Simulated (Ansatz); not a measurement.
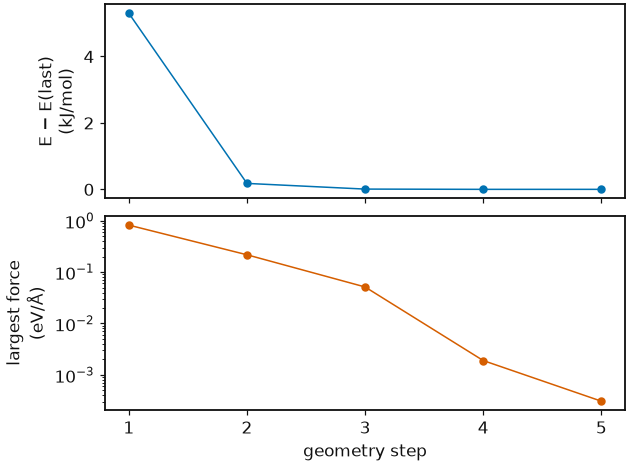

History of a geometry optimisation.

- system: AlCl₄ (charge −1)
- method: Ansatz development build ahead of 0.2.0, HF/def2-SVP, Gaussian basis

How did the optimisation end?

The optimisation met its thresholds at geometry 5, counting the start as the first. The energy fell by about 5.3 kJ/mol from the first step to the last. The largest force goes from about 0.82 eV/Å at the start to 3 × 10⁻⁴ eV/Å at the end.
